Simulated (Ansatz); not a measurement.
## Geometry relaxation, with input and output: C$_{3}$H$_{9}$OPSi (part 1 of 2)

- system: C$_{3}$H$_{9}$OPSi, SMILES C=C(C)O[SiH2]P
- method: RKS revPBE-D4/STO-3G (Ansatz 0.2.0)

It belongs to a series of runs on one base structure; here: end point A relaxed.

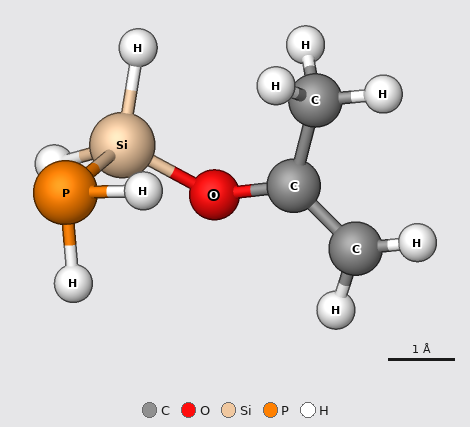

Figure 1. The input geometry (ball-and-stick view, seen on its broad side). Bond lengths as drawn: C–C 1.35 to 1.47 Å, C–H 1.03 to 1.12 Å, C–O 1.37 Å, H–P 1.41 to 1.42 Å, H–Si 1.51 to 1.52 Å, O–Si 1.63 Å and P–Si 2.23 Å.

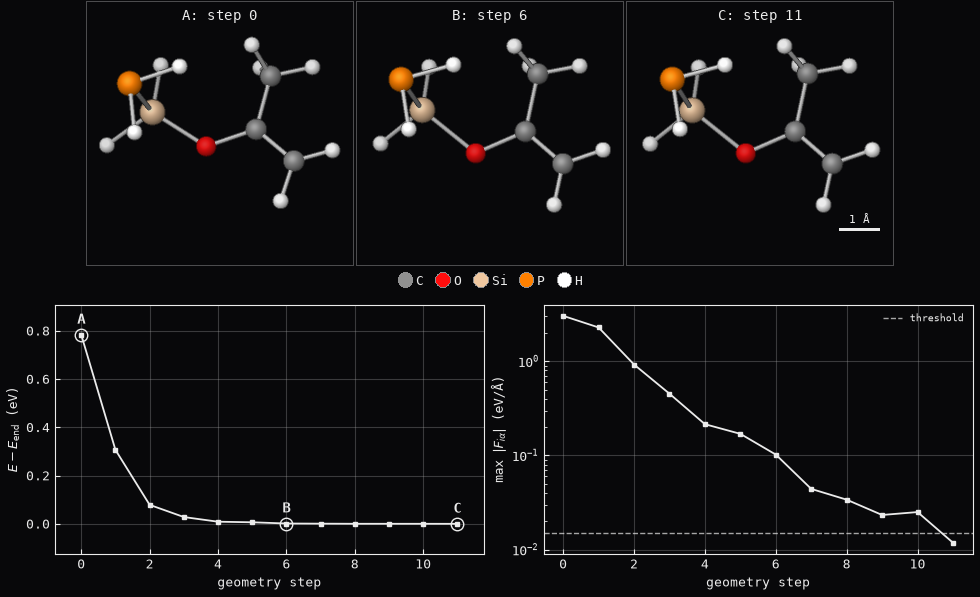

Figure 2. Frames of the relaxation (ball-and-stick view, seen at a tilt) above the curves, on which the letters mark them (the first geometry is step 0 here and step 1 in the log).

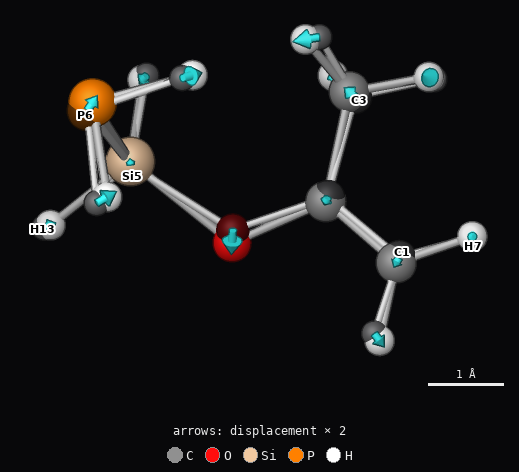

Figure 3. Start (faint) and end (solid) with the displacements as teal arrows, magnified 2 times (ball-and-stick view, seen at a tilt). The two geometries are laid on each other by the best rigid fit. The largest move after the best rigid fit is that of O4, 0.21 Å. Largest moves by element: O 0.21 Å, H 0.20 Å, P 0.13 Å, C 0.11 Å, Si 0.05 Å. Distances before and after: O4–Si5 1.633 → 1.756 Å, C2–C3 1.474 → 1.552 Å, C1–H7 1.032 → 1.099 Å, Si5–H13 1.525 → 1.459 Å. Among the angles that change: C2–O4–Si5 128.5° → 116.4°, O4–Si5–H13 111.3° → 101.6°, C2–C1–H8 114.8° → 121.1°. The energy falls by 0.784 eV in 11 geometry steps. Largest force component: 3 eV/Å at the start, 0.012 eV/Å at the end. (Atoms are counted from 1 in the order of the input.)

These pictures come from the run below.

Input file:
```yaml
crystal:
  periodic: [false, false, false]
  atoms:
    - { symbol: C, position_ang: [-0.2612, -1.8947, -1.2327] }
    - { symbol: C, position_ang: [0.2078, -0.7618, -0.6685] }
    - { symbol: C, position_ang: [1.4122, -0.8394, 0.1773] }
    - { symbol: O, position_ang: [-0.3052, 0.4776, -0.9614] }
    - { symbol: Si, position_ang: [-0.256, 1.8381, -0.0601] }
    - { symbol: P, position_ang: [-1.5863, 1.6548, 1.7209] }
    - { symbol: H, position_ang: [0.1395, -2.8351, -1.0894] }
    - { symbol: H, position_ang: [-1.1415, -1.7562, -1.8955] }
    - { symbol: H, position_ang: [1.8665, -1.8372, 0.2416] }
    - { symbol: H, position_ang: [2.2297, -0.1755, -0.1664] }
    - { symbol: H, position_ang: [1.2118, -0.5776, 1.2508] }
    - { symbol: H, position_ang: [1.1561, 2.0704, 0.4346] }
    - { symbol: H, position_ang: [-0.7576, 3.0434, -0.848] }
    - { symbol: H, position_ang: [-1.2033, 0.3482, 2.106] }
    - { symbol: H, position_ang: [-2.7343, 1.1941, 1.0203] }
basis:
  gaussian: { orbitals: STO-3G }
hamiltonian:
  xc: revpbe
  dispersion: d4
relax:
  f_tol: 0.015
  max_steps: 40
```

Launch command:
```bash
ansatz run input.yaml --threads 1 --pin off --max-ram 2048MiB --backend cpu --events-out ev --progress --plain --runs-dir out
```

What the program printed:
```
The last accepted step is kept in [file] (removed where the run ends without a failure and the disk answers)
Engine: ansatz 0.2.0, aarch64-unknown-linux-gnu
Functional definition: revPBE
  parameter kappa = 1.245
  parameter beta = 0.06672455060314922
  exchange = pbe_x(kappa = kappa, mu = beta*pi^2/3)
  correlation = pbe_c(beta = beta)
669 factors; integrals over basis functions are off by at most 1.1e-5 eV
mean field evaluation 1: about -22200.2941 eV, gradient 2.6e1 eV
mean field evaluation 2: about -22196.1999 eV, gradient 4.3e1 eV
mean field evaluation 4: about -22202.5683 eV, gradient 2.8e0 eV
mean field evaluation 8: about -22202.4463 eV, gradient 3.8e-2 eV
mean field -22202.44634827 eV, -815.9248539402 hartree, gradient 5.2e-5 eV, S^2 0.000000; 0 other end points of the search recorded, 0 dependent functions left out
the calculation of the forces begins
reference -22202.44638265 eV, -815.9248552035 hartree; 32, 32 occupied and 15, 15 virtual orbitals, 669 factors
relax step   1: F+E_penalty+E_count = -22203.58298423 eV  Δ(F+E_penalty+E_count) = +0.000e0 eV  max|allowed force component| = 3.037e0 eV/Å  Δτ_max = 0.0000 Å  (24 SCF iters, accepted)
these checks for a lower state are left out or cut short: starts, cluster_reference, orbital_swaps, neighbouring_geometries, increment
669 factors; integrals over basis functions are off by at most 2.7e-5 eV
mean field evaluation 16: about -22202.7513 eV, gradient 7.6e0 eV
mean field -22202.94172185 eV, -815.9430585834 hartree, gradient 2.5e-5 eV, S^2 0.000000; 0 other end points of the search recorded, 0 dependent functions left out
[... from here on the field's lines of each further geometry are left out, up to the last ...]
relax step   2: F+E_penalty+E_count = -22204.06015403 eV  Δ(F+E_penalty+E_count) = -4.772e-1 eV  max|allowed force component| = 2.286e0 eV/Å  Δτ_max = 0.1829 Å  (27 SCF iters, accepted)
relax step   3: F+E_penalty+E_count = -22204.28786964 eV  Δ(F+E_penalty+E_count) = -2.277e-1 eV  max|allowed force component| = 9.234e-1 eV/Å  Δτ_max = 0.0943 Å  (27 SCF iters, accepted)
relax step   4: F+E_penalty+E_count = -22204.33835954 eV  Δ(F+E_penalty+E_count) = -5.049e-2 eV  max|allowed force component| = 4.524e-1 eV/Å  Δτ_max = 0.0548 Å  (28 SCF iters, accepted)
relax step   5: F+E_penalty+E_count = -22204.35775973 eV  Δ(F+E_penalty+E_count) = -1.940e-2 eV  max|allowed force component| = 2.147e-1 eV/Å  Δτ_max = 0.0526 Å  (28 SCF iters, accepted)
relax step   6: F+E_penalty+E_count = -22204.36009752 eV  Δ(F+E_penalty+E_count) = -2.338e-3 eV  max|allowed force component| = 1.695e-1 eV/Å  Δτ_max = 0.0649 Å  (27 SCF iters, accepted)
relax step   7: F+E_penalty+E_count = -22204.36515917 eV  Δ(F+E_penalty+E_count) = -5.062e-3 eV  max|allowed force component| = 1.021e-1 eV/Å  Δτ_max = 0.0463 Å  (28 SCF iters, accepted)
relax step   8: F+E_penalty+E_count = -22204.36582384 eV  Δ(F+E_penalty+E_count) = -6.647e-4 eV  max|allowed force component| = 4.409e-2 eV/Å  Δτ_max = 0.0303 Å  (29 SCF iters, accepted)
relax step   9: F+E_penalty+E_count = -22204.36630201 eV  Δ(F+E_penalty+E_count) = -4.782e-4 eV  max|allowed force component| = 3.387e-2 eV/Å  Δτ_max = 0.0207 Å  (29 SCF iters, accepted)
relax step  10: F+E_penalty+E_count = -22204.36634093 eV  Δ(F+E_penalty+E_count) = -3.892e-5 eV  max|allowed force component| = 2.330e-2 eV/Å  Δτ_max = 0.0118 Å  (22 SCF iters, accepted)
relax step  11: F+E_penalty+E_count = -22204.36639420 eV  Δ(F+E_penalty+E_count) = -5.327e-5 eV  max|allowed force component| = 2.502e-2 eV/Å  Δτ_max = 0.0079 Å  (22 SCF iters, accepted)
the calculation of the forces begins
reference -22203.23350410 eV, -815.9537813835 hartree; 32, 32 occupied and 15, 15 virtual orbitals, 669 factors
relax step  12: F+E_penalty+E_count = -22204.36651232 eV  Δ(F+E_penalty+E_count) = -1.181e-4 eV  max|allowed force component| = 1.182e-2 eV/Å  Δτ_max = 0.0059 Å  (21 SCF iters, accepted)
669 factors; integrals over basis functions are off by at most 1.3e-5 eV
mean field evaluation 96: about -22203.3763 eV, gradient 1.8e0 eV
mean field -22203.23346980 eV, -815.9537801230 hartree, gradient 2.3e-5 eV, S^2 0.000000; 1 other end points of the search recorded, 0 dependent functions left out
the calculation of the forces begins
reference -22203.23350410 eV, -815.9537813835 hartree; 32, 32 occupied and 15, 15 virtual orbitals, 669 factors
Total energy: -22204.36654662 eV, -815.9954199280 hartree
Atom 0 at    -0.316231    -1.865181    -1.283419 Å, force    -0.000380    -0.002026     0.002778 eV/Å
Atom 1 at     0.193728    -0.730247    -0.728395 Å, force     0.000366     0.011819     0.005404 eV/Å
Atom 2 at     1.380941    -0.783137     0.270439 Å, force     0.002445    -0.002746    -0.003592 eV/Å
Atom 3 at    -0.317456     0.519340    -1.166609 Å, force    -0.005578     0.004261    -0.006755 eV/Å
Atom 4 at    -0.238669     1.843348    -0.015822 Å, force     0.005993    -0.008899    -0.000076 eV/Å
Atom 5 at    -1.510346     1.592982     1.804840 Å, force    -0.008917     0.002878     0.005148 eV/Å
Atom 6 at     0.110136    -2.851669    -1.053627 Å, force     0.000406    -0.005041     0.001946 eV/Å
Atom 7 at    -1.152088    -1.822936    -1.997768 Å, force    -0.002738    -0.002977    -0.004607 eV/Å
Atom 8 at     1.734917    -1.826902     0.365255 Å, force     0.001543     0.000259    -0.002555 eV/Å
Atom 9 at     2.226114    -0.155346    -0.081298 Å, force     0.000203    -0.002793     0.002397 eV/Å
Atom 10 at     1.089052    -0.426005     1.280324 Å, force    -0.000314     0.001516     0.001221 eV/Å
Atom 11 at     1.143806     2.135113     0.365767 Å, force     0.001876     0.003643     0.002716 eV/Å
Atom 12 at    -0.731662     2.957488    -0.817870 Å, force    -0.001185    -0.002564     0.003024 eV/Å
Atom 13 at    -1.033064     0.273615     2.047035 Å, force     0.004204     0.002605    -0.004953 eV/Å
Atom 14 at    -2.600979     1.088636     1.040648 Å, force     0.002077     0.000065    -0.002096 eV/Å
Dipole moment:     0.089138     0.111722     0.222475 e Å
```

Trajectory as extended XYZ (Å, eV, eV/Å), 12 frames, from step=1 to step=12:
```
15
Properties=species:S:1:pos:R:3:forces:R:3 step=1 energy=-22203.58298
C    -0.2612   -1.8947   -1.2327   -2.8508   3.0375  -1.5453
C     0.2078   -0.7618   -0.6685   -0.0328  -0.5666  -0.3189
C     1.4122   -0.8394    0.1773    2.4351   0.3004   2.7176
O    -0.3052    0.4776   -0.9614   -1.1613  -1.3671  -2.9773
Si   -0.2560    1.8381   -0.0601    0.6853   2.7807   2.2261
P    -1.5863    1.6548    1.7209   -0.2750   0.7093   0.6705
H     0.1395   -2.8351   -1.0894    1.2944  -2.7417   0.4814
H    -1.1415   -1.7562   -1.8955    0.2423  -0.5606   0.1400
H     1.8665   -1.8372    0.2416   -0.2085  -0.5056  -0.3723
H     2.2297   -0.1755   -0.1664   -0.0539   0.2728  -0.0714
H     1.2118   -0.5776    1.2508   -0.0286   0.2154  -0.3923
H     1.1561    2.0704    0.4346   -0.9420   0.1063  -0.4006
H    -0.7576    3.0434   -0.8480    0.5820  -1.3226   0.3063
H    -1.2033    0.3482    2.1060    0.1482  -0.2378  -0.2611
H    -2.7343    1.1941    1.0203    0.1657  -0.1204  -0.2027
15
Properties=species:S:1:pos:R:3:forces:R:3 step=2 energy=-22204.06015
C    -0.2754   -1.8965   -1.3070   -0.6625   0.7782  -0.2924
C     0.2472   -0.7668   -0.7501   -0.0953  -0.6627   0.7462
C     1.4369   -0.8277    0.2101    0.8919   0.0814   0.6947
O    -0.3275    0.4713   -1.0049   -0.7571  -0.7214  -1.6987
Si   -0.3170    1.7798    0.0437    0.9072   2.2861   1.0036
P    -1.6178    1.7548    1.8708    0.2176  -1.2008  -1.0465
H     0.1523   -2.8840   -1.1516    0.2822  -0.3498   0.0398
H    -1.1940   -1.8075   -1.9148    0.1924  -0.1889  -0.0320
H     1.8513   -1.8525    0.2674   -0.0906  -0.0238  -0.0734
H     2.2595   -0.1513   -0.1074   -0.0335   0.0009  -0.0823
H     1.1681   -0.5201    1.2514   -0.1182  -0.0876  -0.2797
H     1.0597    2.1176    0.4494   -0.1332  -0.1841  -0.0001
H    -0.7098    2.8835   -0.8399   -0.1281  -0.2432   0.0304
H    -1.1186    0.4068    2.0206   -0.3602   0.3471   0.4754
H    -2.6365    1.2417    0.9917   -0.1126   0.1686   0.5151
```
